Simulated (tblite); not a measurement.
# BSiP2H5Cl2: molecular dynamics (part 2 of 2)

Continued. System: BSiP2H5Cl2. Method: GFN2-xTB Langevin dynamics, gas phase (tblite 0.8.0). It belongs to a series of runs on one base structure; here: H on Si replaced by BCl2.

Geometry of the input (Å):
```
P  2.0186  0.8162  0.3338
Si -0.1305  0.1060  0.4761
P  -1.2516  1.5303  -0.8794
B  -0.3869  -1.7696  -0.1254
Cl -0.1810  -2.1807  -1.7819
Cl -0.7600  -3.0330  0.9748
H  2.5915  -0.4327  0.5101
H  2.0786  0.7176  -1.0468
H  -0.4695  0.3177  1.8974
H  -1.0164  2.6353  -0.0821
H  -2.4874  1.2957  -0.3025
```

## Trajectory as extended XYZ, continued
```
11
Properties=species:S:1:pos:R:3:forces:R:3 step=21 time_fs=525.0 energy=-535.32556 temperature=372.0
P     2.1515    0.0434    0.2278   -0.4651   1.4483   0.9269
Si    0.0731   -0.7753    0.4793   -0.6232   0.3967   0.3779
P    -1.1862    0.2204   -1.1798    0.6883  -0.3229   0.0551
B    -0.2158   -2.6613    0.1342    0.0818  -0.5736   0.2522
Cl    0.4252   -3.3005   -1.2833    0.3020  -0.2735  -0.7709
Cl   -1.0424   -3.7789    1.1451   -0.1556   0.0953   0.1965
H     1.7322    1.2168    1.0309    0.4734  -0.8445  -0.9907
H     2.7305   -0.4454    1.3810    0.0170  -0.3989   0.0655
H    -0.6385   -0.4843    1.7892    0.3885   0.1617  -0.3173
H    -1.1464    1.4418   -0.5909    0.2631   0.6578   0.0647
H    -2.2335   -0.0544   -0.3796   -0.9700  -0.3465   0.1401
11
Properties=species:S:1:pos:R:3:forces:R:3 step=22 time_fs=550.0 energy=-535.22166 temperature=266.4
P     2.2205    0.0216    0.2494    0.1579  -1.3601  -0.1090
Si    0.0785   -0.7861    0.5213    0.5616   0.9634   1.5410
P    -1.1989   -0.0169   -1.0637   -1.6399   1.0848  -1.2668
B    -0.1924   -2.6687    0.1405    0.6665  -0.9835   0.0213
Cl    0.5923   -3.3130   -1.3022   -0.4915   0.1560   0.5383
Cl   -1.0227   -3.7326    1.2118    0.0671   0.0827  -0.3517
H     2.0531    1.2794    0.6882   -0.4032   0.8658   0.2899
H     2.5138   -0.4240    1.5463    0.1132   0.1006  -0.3712
H    -0.1523   -0.2076    1.9107   -0.2294  -0.4301  -0.4492
H    -1.2480    1.3663   -0.8715    0.2575  -0.2770   0.1203
H    -2.5529   -0.1206   -0.6047    0.9402  -0.2027   0.0371
11
Properties=species:S:1:pos:R:3:forces:R:3 step=23 time_fs=575.0 energy=-535.18881 temperature=339.5
P     2.2696   -0.0407    0.2350    0.2070  -0.5083   0.1871
Si    0.1558   -0.6868    0.6777    0.3455  -1.3105  -1.3927
P    -1.2585   -0.1019   -1.1015    0.9150  -0.1271   0.4275
B     0.1548   -2.7227    0.1932   -1.0501   0.7671   1.1036
Cl    0.6130   -3.3230   -1.2916    0.1686  -0.2640  -0.1747
Cl   -0.9523   -3.6560    1.2647    0.6070   0.1212  -0.5882
H     2.0840    1.2495    0.5992    0.0494   0.6901   0.2480
H     2.8858   -0.4045    1.4573   -0.4134   0.1772  -0.4076
H    -0.5790   -0.5101    1.9161   -0.0350   0.3238   0.4541
H    -1.3199    1.2389   -0.8136    0.0583   0.2805   0.0256
H    -2.2052   -0.3591   -0.1689   -0.8523  -0.1500   0.1173
11
Properties=species:S:1:pos:R:3:forces:R:3 step=24 time_fs=600.0 energy=-534.84884 temperature=227.2
P     2.2833   -0.0181    0.2223    0.3329   0.8314   0.1265
Si    0.2386   -0.7659    0.7404   -0.7802   2.2564  -0.5406
P    -1.2918   -0.1795   -1.1275    1.6798  -2.2459  -0.2614
B     0.1891   -2.6206    0.3837    0.6010  -0.5671  -1.9556
Cl    0.5891   -3.3278   -1.2420    0.3081   0.5874   0.4785
Cl   -0.8001   -3.5864    1.2061   -1.4594  -1.5782   1.6698
H     2.1603    1.3908    0.4803   -0.0505  -0.9214  -0.0094
H     2.7684   -0.3236    1.5014   -0.0455   0.1994  -0.2263
H    -0.3220   -0.0155    1.9388    0.1716  -0.5726  -0.4004
H    -1.2522    1.1104   -0.9564    0.0673   2.1103   0.4157
H    -2.4763   -0.3033   -0.5184   -0.8251  -0.0999   0.7032
11
Properties=species:S:1:pos:R:3:forces:R:3 step=25 time_fs=625.0 energy=-535.09753 temperature=467.5
P     2.2811    0.1206    0.2572   -0.8808   0.7237  -0.8280
Si    0.1619   -0.6431    0.6097    1.0878  -0.9610  -0.0535
P    -1.2325   -0.2759   -1.0533   -1.4655   1.2284   0.0645
B     0.1535   -2.5837    0.1668   -0.6130  -0.3120   1.4526
Cl    0.6481   -3.3241   -1.2120    0.5261  -0.3313  -1.1116
Cl   -0.8058   -3.6191    1.2483    0.1291   0.1917  -0.0652
H     1.8729    1.4288    0.5603    0.3395  -0.2762  -0.0531
H     2.6469   -0.1424    1.5197    0.3099  -0.1324   0.9477
H    -0.2934   -0.5498    1.9883   -0.1636   0.4340   0.3566
H    -1.1588    1.1706   -1.1417   -0.2687  -0.8918   0.2863
H    -2.3837   -0.3597   -0.1184    0.9992   0.3269  -0.9963
11
Properties=species:S:1:pos:R:3:forces:R:3 step=26 time_fs=650.0 energy=-535.20514 temperature=411.6
P     2.2277    0.3185    0.3338    0.6043  -0.3899  -0.8017
Si    0.2066   -0.6445    0.5224   -0.1827  -0.4396   0.4110
P    -1.3377   -0.3078   -1.0781   -0.1778   1.4907  -0.2275
B     0.0563   -2.6535    0.2386    0.9778   0.6223  -0.5699
Cl    0.7315   -3.2830   -1.3155   -0.5200   0.2102   1.0102
Cl   -0.8515   -3.5886    1.2823   -0.2126  -0.4847   0.0210
H     1.9906    1.5529    0.8416   -0.4145   0.5120   0.1572
H     2.6837   -0.1077    1.5514    0.0361  -0.2381   0.2362
H    -0.3284   -0.0017    1.7549   -0.0670  -0.2991   0.0111
H    -1.1714    1.1575   -1.0653   -0.4400  -1.2651   0.0957
H    -2.3967   -0.3760   -0.1385    0.3963   0.2813  -0.3433
11
Properties=species:S:1:pos:R:3:forces:R:3 step=27 time_fs=675.0 energy=-535.01010 temperature=381.8
P     2.2125    0.4936    0.3355   -0.6781  -0.3368   1.2260
Si    0.2596   -0.7448    0.5423   -0.4845   0.8415  -0.3761
P    -1.4313   -0.2503   -1.1376    2.6568  -0.4729  -1.1584
B     0.1892   -2.6244    0.1433   -0.6100  -1.0320   0.4140
Cl    0.6950   -3.3025   -1.3322   -0.1801  -0.1549   0.4152
Cl   -0.9412   -3.4959    1.3046    0.8379   0.2519  -1.0089
H     1.5097    1.5362    0.9098    0.0262   0.4335  -0.3516
H     2.6042    0.1944    1.6840    0.0042  -0.1948  -0.8298
H    -0.4457   -0.5491    1.8395    0.1897   0.2477  -0.0663
H    -1.5182    1.0815   -0.9788    0.0335   0.8491   0.2381
H    -2.4898   -0.4643   -0.4211   -1.7954  -0.4325   1.4979
11
Properties=species:S:1:pos:R:3:forces:R:3 step=28 time_fs=700.0 energy=-535.22175 temperature=377.4
P     2.0888    0.6189    0.2944    0.3045   0.0874   0.2620
Si    0.2367   -0.7352    0.5195    0.0247   0.3417  -0.4217
P    -1.4434   -0.2165   -1.0966    0.2539  -0.0612   1.3462
B     0.1580   -2.7083    0.1520    0.0328   1.3267   0.4742
Cl    0.6132   -3.3531   -1.3207    0.1549  -0.5801  -0.5069
Cl   -0.9364   -3.4441    1.2335   -0.1876  -0.6546   0.1104
H     1.5994    1.9208    0.5274   -0.1896  -0.5760  -0.0251
H     2.5147    0.4942    1.6418   -0.2884  -0.0194  -0.5783
H    -0.0998   -0.4596    1.9334   -0.3619  -0.0267  -0.0075
H    -1.5835    1.0310   -0.5181    0.0163   0.2475  -0.2315
H    -2.4312   -0.6763   -0.1977    0.2403  -0.0853  -0.4219
11
Properties=species:S:1:pos:R:3:forces:R:3 step=29 time_fs=725.0 energy=-535.24771 temperature=334.7
P     1.9761    0.6402    0.2284    0.1890   0.4641  -0.5960
Si    0.1894   -0.6149    0.5258   -0.1983  -0.5335   0.2481
P    -1.3977   -0.1736   -0.9624   -1.9181   0.6686  -0.3314
B     0.1536   -2.5419    0.1858   -0.1285  -0.8097  -0.4694
Cl    0.5453   -3.3613   -1.3129    0.1207   0.4472   0.4053
Cl   -0.8883   -3.4435    1.2072    0.0337  -0.0626   0.1975
H     1.1536    1.7734    0.2286    0.4140  -0.0783   0.1890
H     2.2835    0.6630    1.5643   -0.0232   0.2022   0.2462
H    -0.4903   -0.3421    1.7780   -0.0211   0.1129   0.6728
H    -1.9304    1.1090   -0.5247    0.5639  -0.9720  -0.1172
H    -2.4750   -0.9010   -0.2944    0.9679   0.5611  -0.4448
11
Properties=species:S:1:pos:R:3:forces:R:3 step=30 time_fs=750.0 energy=-535.32757 temperature=409.9
P     1.8719    0.7244    0.0929    0.5886  -0.7284  -0.2401
Si    0.0854   -0.5472    0.5653    0.4563  -0.4630   0.3993
P    -1.4576   -0.1319   -1.0098   -0.1103   0.2484   0.0218
B     0.1378   -2.4976    0.1032   -0.2531  -0.0208   0.6589
Cl    0.5230   -3.3035   -1.3303    0.2568   0.1283  -0.3060
Cl   -0.8359   -3.4243    1.2186    0.0495  -0.0682   0.0706
H     1.2059    1.8796   -0.2004   -0.1753   0.4156   0.3947
H     2.2684    0.9541    1.4040   -0.3107   0.3167  -0.2016
H    -0.4076   -0.3916    1.9943    0.1218   0.0308  -0.5732
H    -2.0793    0.7096   -0.1260   -0.3050   0.3706  -0.0585
H    -2.1793   -1.1883   -0.5125   -0.3185  -0.2299  -0.1657
11
Properties=species:S:1:pos:R:3:forces:R:3 step=31 time_fs=775.0 energy=-535.29973 temperature=349.6
P     1.8214    0.8022    0.0141   -0.5303  -0.0298  -0.1810
Si    0.0170   -0.5678    0.5286    0.2832   1.0390  -0.5684
P    -1.6181   -0.0829   -1.0364    0.8402   0.2169  -0.7687
B     0.1117   -2.4718    0.1125    0.0072   0.1459  -0.1310
Cl    0.5312   -3.1774   -1.4051    0.0679   0.0832   0.1867
Cl   -0.8063   -3.3605    1.2261   -0.2536  -0.7548   0.3399
H     1.0328    1.8268   -0.5867    0.3717  -0.4154   0.5924
H     1.9325    1.3630    1.2958   -0.2532   0.0436  -0.4111
H    -0.4556   -0.0775    1.8328   -0.0837  -0.2538   0.0898
H    -2.6236    0.4813   -0.3249   -0.3748  -0.0047   0.5523
H    -2.2234   -1.3105   -1.1979   -0.0746  -0.0700   0.2990
11
Properties=species:S:1:pos:R:3:forces:R:3 step=32 time_fs=800.0 energy=-535.28929 temperature=395.6
P     1.7433    0.7874   -0.0345    0.0647   1.4136  -0.7631
Si   -0.0097   -0.4528    0.4128   -1.1105  -0.6182  -0.5768
P    -1.7714    0.0119   -1.1195    0.4172  -0.9148   0.5976
B     0.0706   -2.3914    0.0294   -0.3544   0.4243   1.0706
Cl    0.5841   -3.0580   -1.3936    0.3903  -0.5985  -0.8560
Cl   -0.7876   -3.3512    1.2144    0.1109  -0.1657  -0.2164
H     1.0158    1.6899   -0.8893    0.5387  -0.7036   0.2599
H     1.4790    1.6757    0.9816    0.1896  -0.0282   0.3534
H    -0.5538   -0.3660    1.7627   -0.0904   0.3418   0.3272
H    -2.7313   -0.1552   -0.1282   -0.0126   0.1188  -0.0844
H    -1.8176   -1.3890   -1.3966   -0.1435   0.7307  -0.1119
11
Properties=species:S:1:pos:R:3:forces:R:3 step=33 time_fs=825.0 energy=-535.28769 temperature=392.2
P     1.7372    0.8244   -0.1681    0.5691  -0.7206   0.0833
Si   -0.1471   -0.3230    0.2847   -0.1343  -0.2673   0.7439
P    -1.8208    0.0042   -1.1759   -0.4163  -0.5742  -0.8244
B     0.0237   -2.3386    0.1777    0.8291   0.8839  -1.6089
Cl    0.7029   -2.9986   -1.4191   -0.2764   0.4552   0.9719
Cl   -0.7410   -3.4159    1.1263   -0.5665  -0.8495   0.8517
H     1.2350    1.6425   -1.1019   -0.4105   0.3222  -1.0148
H     1.4560    1.8001    0.7140   -0.0011   0.4196   0.8491
H    -0.7415    0.3515    1.5297    0.3090  -0.5257  -0.5461
H    -2.7464   -0.7678   -0.4650    0.1689   0.1404  -0.0581
H    -1.5367   -1.0930   -2.0604   -0.0711   0.7159   0.5522
11
Properties=species:S:1:pos:R:3:forces:R:3 step=34 time_fs=850.0 energy=-535.39342 temperature=479.5
P     1.7378    0.8769   -0.2827   -0.2437  -0.6112   0.5447
Si   -0.2030   -0.2935    0.1812    0.5318  -0.4165  -0.2542
P    -1.9234    0.0274   -1.2987    0.0249   0.3967   0.3932
B     0.1803   -2.2705    0.0063   -1.0229  -0.5762   0.6858
Cl    0.8436   -2.8880   -1.4117    0.2536   0.0103  -0.1031
Cl   -0.6614   -3.5405    1.0537    0.6192   0.9847  -0.5730
H     1.1408    1.5737   -1.2881   -0.1708   0.5085  -0.2286
H     1.5344    1.8238    0.7208   -0.0813  -0.0297  -0.3475
H    -0.8243    0.1892    1.4060   -0.0295   0.0806   0.3106
H    -2.6613   -0.9932   -0.7570   -0.3330  -0.0453   0.3509
H    -1.4547   -0.8769   -2.1826    0.4519  -0.3020  -0.7787
11
Properties=species:S:1:pos:R:3:forces:R:3 step=35 time_fs=875.0 energy=-535.32767 temperature=472.4
P     1.5865    0.8700   -0.3709   -0.1022  -0.5730   0.6527
Si   -0.2809   -0.3979    0.0611   -0.0986   0.5008   0.6312
P    -2.0203    0.0269   -1.3586   -0.8082  -0.8702   0.3271
B     0.0256   -2.3086   -0.0074    1.1597  -0.1081  -1.4765
Cl    1.0142   -2.8016   -1.4450   -0.3104   0.1080   0.4202
Cl   -0.5257   -3.5354    0.9301   -0.4713  -0.6925   0.7248
H     1.0063    1.6380   -1.3594   -0.2141   0.3863   0.2339
H     1.3458    1.6655    0.7787   -0.0313  -0.0018  -0.8178
H    -0.7615   -0.0924    1.4697    0.0201   0.1794  -0.5907
H    -2.7662   -1.1742   -0.9927    0.4943   0.9873  -0.0699
H    -1.5868   -0.6546   -2.4831    0.3620   0.0838  -0.0349
11
Properties=species:S:1:pos:R:3:forces:R:3 step=36 time_fs=900.0 energy=-535.35058 temperature=336.5
P     1.4368    0.8549   -0.4146    0.3221  -1.2559  -0.5479
Si   -0.4260   -0.4396   -0.0036    0.8622  -0.0113   0.7070
P    -2.0787    0.0661   -1.3856   -0.2145  -0.8732  -1.1293
B     0.1353   -2.3976   -0.2822   -0.8623   0.9974   1.5095
Cl    1.1741   -2.7917   -1.4961    0.5871  -0.4767  -0.7725
Cl   -0.4418   -3.5515    0.9062    0.1624  -0.0314  -0.3988
H     0.8777    1.6499   -1.3827   -0.2028   0.3789   0.2249
H     1.3308    1.6541    0.6710   -0.3537   0.6068   0.2150
H    -0.8743    0.0997    1.3209    0.0282  -0.4147  -0.2435
H    -2.7152   -1.2188   -1.2722    0.3153   0.7267  -0.0476
H    -1.2581   -0.3984   -2.4818   -0.6440   0.3533   0.4832
11
Properties=species:S:1:pos:R:3:forces:R:3 step=37 time_fs=925.0 energy=-535.24218 temperature=258.0
P     1.2773    0.8533   -0.4250   -0.3671   0.6139  -0.8692
Si   -0.4811   -0.4549    0.0607    0.4654  -0.7561  -2.0695
P    -2.1182    0.1604   -1.4384   -0.1413   0.8747   1.0268
B     0.1472   -2.3302   -0.1776    0.7310  -0.6753  -0.8957
Cl    1.3024   -2.8539   -1.5391   -1.0056   0.4802   1.1646
Cl   -0.3877   -3.5460    0.8895    0.1606   0.1196  -0.2679
H     0.5619    1.7257   -1.3717    0.5319  -0.6350   0.9726
H     1.0311    1.6251    0.6803    0.0207   0.4300   0.1128
H    -1.0961   -0.4644    1.3229   -0.7179   0.4467   1.3709
H    -2.8220   -0.9950   -1.4772   -0.2045  -0.5962  -0.0188
H    -1.5050   -0.0531   -2.6202    0.5267  -0.3024  -0.5266
11
Properties=species:S:1:pos:R:3:forces:R:3 step=38 time_fs=950.0 energy=-535.20267 temperature=324.0
P     1.1408    0.9509   -0.4034   -0.1075  -0.1205   0.5483
Si   -0.5872   -0.5724    0.0515    0.0030   1.6221  -0.0426
P    -2.1888    0.2986   -1.4546    0.9174  -1.0893   0.1936
B     0.2348   -2.4047   -0.2267   -1.1985   1.3621   0.5813
Cl    1.2576   -2.8177   -1.4447    1.0767  -0.0767  -1.2783
Cl   -0.2878   -3.6207    0.7888   -0.4367  -1.0896   1.0193
H     0.2760    1.8834   -0.9127   -0.1479   0.1504  -0.2021
H     1.1706    1.6485    0.8263   -0.0617  -0.4777  -0.4140
H    -1.1489    0.0512    1.3295    0.2442  -0.7829  -0.4452
H    -3.0978   -0.7763   -1.4016    0.2954   0.1951  -0.0802
H    -1.3891   -0.3081   -2.4639   -0.5844   0.3070   0.1199
11
Properties=species:S:1:pos:R:3:forces:R:3 step=39 time_fs=975.0 energy=-535.22319 temperature=383.7
P     1.0025    1.0311   -0.4906    0.5081  -0.8888   0.5806
Si   -0.6281   -0.4992   -0.0493    0.9027  -0.6472   0.2170
P    -2.2160    0.3005   -1.3381   -1.3411   0.0741  -0.9256
B     0.1135   -2.3144   -0.1569    0.9941  -1.4466  -1.0517
Cl    1.3057   -2.7276   -1.4386   -0.4992   0.4810   0.4773
Cl   -0.2303   -3.7304    0.7893   -0.1856   0.7346  -0.0091
H     0.1410    2.0579   -0.4101   -0.5952   0.8273   0.0539
H     1.3903    1.1759    0.8503   -0.0217  -0.0272  -0.3790
H    -1.2761   -0.6738    1.2520   -0.2960   0.6617   0.4029
H    -3.1801   -0.6713   -1.0477    0.2205   0.2116  -0.0414
H    -2.0657   -0.1833   -2.6615    0.3134   0.0195   0.6752
11
Properties=species:S:1:pos:R:3:forces:R:3 step=40 time_fs=1000.0 energy=-535.28972 temperature=411.2
P     0.9280    1.0596   -0.5272    0.5215   0.1027   0.4609
Si   -0.6141   -0.5300   -0.0258   -0.3227   0.1735   0.3013
P    -2.4128    0.2749   -1.2280    0.7270  -0.3399   0.2349
B     0.1467   -2.5014   -0.2682   -0.8471   1.2506   0.9745
Cl    1.3083   -2.6411   -1.4437    0.6679  -0.2473  -0.7886
Cl   -0.1612   -3.8072    0.8186   -0.0816   0.1003  -0.1286
H     0.3253    2.0955    0.1929   -0.0801  -0.2678  -0.2387
H     1.7871    0.8214    0.5702   -0.2862  -0.1034  -0.4479
H    -1.1463   -0.0320    1.2723    0.1618  -0.4931   0.1253
H    -3.1897   -0.7706   -0.8255   -0.4570  -0.1993   0.2561
H    -1.9760   -0.5035   -2.2569   -0.0037   0.0237  -0.7492
```

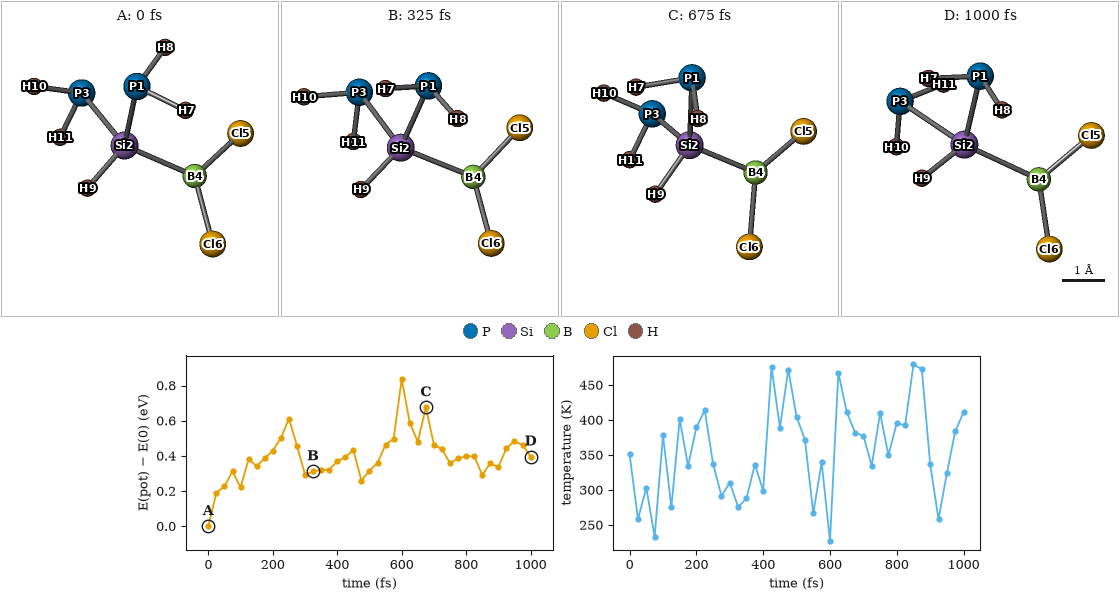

Fig. 1: Frames of the molecular dynamics (ball-and-stick, seen at a tilt) above the curves, on which the letters mark them. The trajectory kept here has 41 frames over 1000 fs. The temperature starts at 351 K, ranges from 227 to 480 K and averages 371 K over the second half. The potential energy ends 0.396 eV above its first value. After an unweighted best fit of the last frame on the first, the root-mean-square displacement is 1.16 Å, and H7 has moved furthest (1.96 Å).

## Results in brief

```json
{"quantity": "outcome", "value": "finished"}
{"quantity": "mean temperature over the second half", "value": "371 K"}
{"quantity": "trajectory", "value": "41 frames kept, 1000 fs"}
{"quantity": "wall time", "value": "20 s"}
{"quantity": "peak memory", "value": "0.18 GiB"}
```
